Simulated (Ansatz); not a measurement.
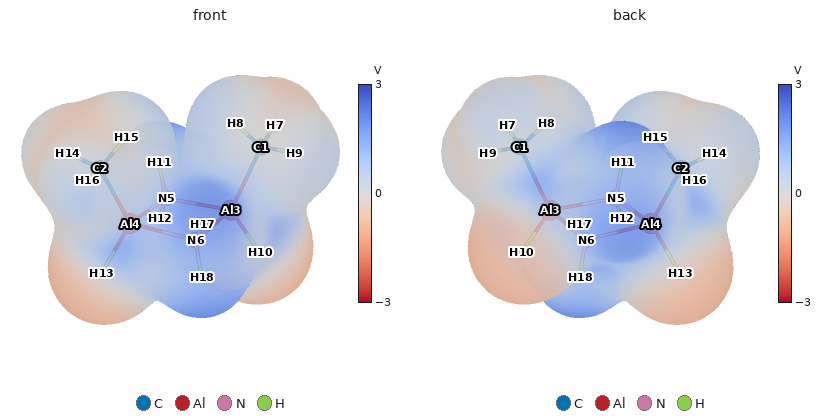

The picture shows: C2H12Al2N2 (SMILES [CH3][AlH-]1[NH2+][AlH-]([CH3])[NH2+]1). The electrostatic potential painted on the density surface at 0.002 e/bohr³, seen from the front and from behind; the colour scale runs from red (negative) to blue (positive).

Geometry: PBE0-D4/def2-SVP.

Theory: isolated molecule in a Gaussian basis; Kohn-Sham density functional theory, functional PBE0 (Ansatz).

```
atom    x (Å)    y (Å)    z (Å)
   C   0.4620   2.4506  -0.1988
   C  -1.8280  -1.4027  -0.9743
  Al   1.1939   0.8389   0.6529
  Al  -0.2386  -1.5717   0.1675
   N   1.2886  -0.6341  -0.6548
   N  -0.2459  -0.1658   1.5503
   H   1.1842   2.9173  -0.8905
   H  -0.4498   2.2345  -0.7833
   H   0.1938   3.2242   0.5410
   H   2.5056   0.8313   1.5669
   H   1.1424  -0.3518  -1.6247
   H   2.1646  -1.1573  -0.6382
   H   0.2576  -2.9510   0.8059
   H  -1.7548  -2.0280  -1.8806
   H  -1.9887  -0.3637  -1.3124
   H  -2.7479  -1.7167  -0.4519
   H  -1.1278   0.3406   1.6373
   H  -0.0113  -0.4945   2.4875
```

Question: Describe the electrostatic potential map.

Answer: The most negative region (about −0.9 V) lies over H10 and H13, the most positive (about +2.0 V) over H11, H12, H17 and H18.

Question: What dipole moment does the calculation give?

Answer: Its dipole moment is 0.54 D.
